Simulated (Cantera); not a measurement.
Input: 1 mol Al2O3, 1.5 mol Cl2, 5.7 mol N2, equilibrated at 0.100 bar.

Equilibrium computed with Cantera from the NASA thermochemical tables; the gas is ideal and each condensed phase is pure. Candidate condensed phases: Al, AlCl3, AlN, Al2O3; 24 gas species. Condensed phases not in the tables: AlOCl. Equilibrium is a limit: real reactors are often held back by kinetics, nucleation or transport.

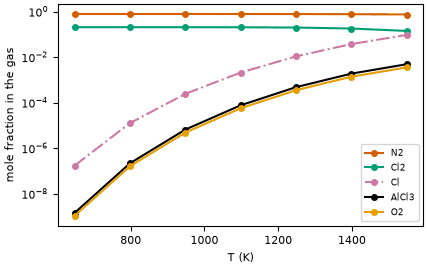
*Equilibrium gas composition (values under 1e-9 drawn at 1e-9)*

Question: Read off the mole fractions at 1248 K.

Answer: N2 about 0.79, Cl2 about 0.20, Cl about 0.011, AlCl3 about 0.00048, O2 about 0.00036.
